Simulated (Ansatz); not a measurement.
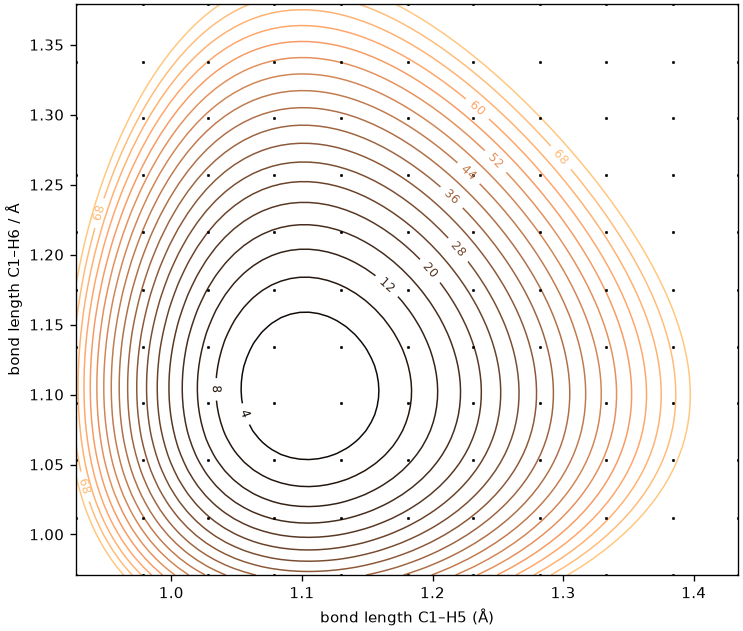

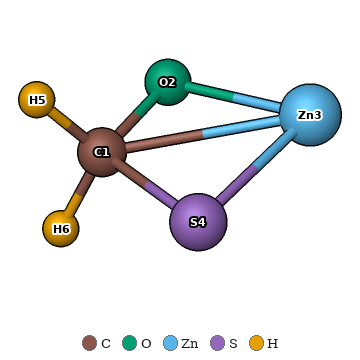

Energy landscape of CH₂OSZn. The first coordinate is: bond length C1–H5; the second: bond length C1–H6. Nothing is relaxed (all other coordinates rigid). The grid has 11 × 11 points. All energies are given in kJ/mol relative to the relaxed molecule at the same level. The calculation used RKS PBE-D4/def2-TZVP in Ansatz.

The picture shows contour lines labelled in kJ/mol (none above 72), dots at the grid points. Between grid points the surface is interpolated. The second picture is the structure at the lowest point.

**Where are the wells?**

The lowest grid point is at bond length C1–H5 = 1.079 Å, bond length C1–H6 = 1.094 Å, 1.0 kJ/mol from the relaxed molecule at the same level. No other kind of well shows on this grid. The highest grid point, bond length C1–H5 = 1.434 Å, bond length C1–H6 = 1.379 Å, lies 152 kJ/mol above the lowest. Round the minimum the contours are nearly round: the two directions are equally stiff and uncoupled.

Grid values (kJ/mol):

| bond length C1–H6 ↓, bond length C1–H5 → | 0.927 | 0.978 | 1.028 | 1.079 | 1.130 | 1.181 | 1.231 | 1.282 | 1.333 | 1.384 | 1.434 |
| --- | --- | --- | --- | --- | --- | --- | --- | --- | --- | --- | --- |
| 1.379 | 129 | 94 | 74 | 66 | 67 | 74 | 85 | 100 | 117 | 135 | 154 |
| 1.338 | 115 | 80 | 60 | 52 | 52 | 59 | 71 | 85 | 102 | 121 | 139 |
| 1.298 | 102 | 66 | 47 | 38 | 39 | 46 | 57 | 72 | 89 | 107 | 125 |
| 1.257 | 90 | 54 | 35 | 26 | 26 | 33 | 44 | 59 | 76 | 94 | 112 |
| 1.216 | 79 | 44 | 24 | 16 | 16 | 23 | 34 | 48 | 65 | 83 | 101 |
| 1.175 | 71 | 36 | 16 | 7 | 7 | 14 | 25 | 40 | 56 | 74 | 93 |
| 1.134 | 67 | 31 | 11 | 2 | 2 | 9 | 20 | 34 | 51 | 69 | 87 |
| 1.094 | 66 | 30 | 10 | 1 | 1 | 8 | 18 | 33 | 49 | 67 | 85 |
| 1.053 | 70 | 34 | 14 | 5 | 5 | 11 | 22 | 36 | 53 | 71 | 89 |
| 1.012 | 81 | 45 | 24 | 16 | 15 | 22 | 33 | 47 | 63 | 81 | 99 |
| 0.971 | 100 | 64 | 43 | 34 | 34 | 41 | 51 | 65 | 82 | 99 | 117 |

The whole map (121 points run) took 8.9 min on 1 thread of Intel(R) Xeon(R) 6975P-C (Granite Rapids), with other jobs on the host.
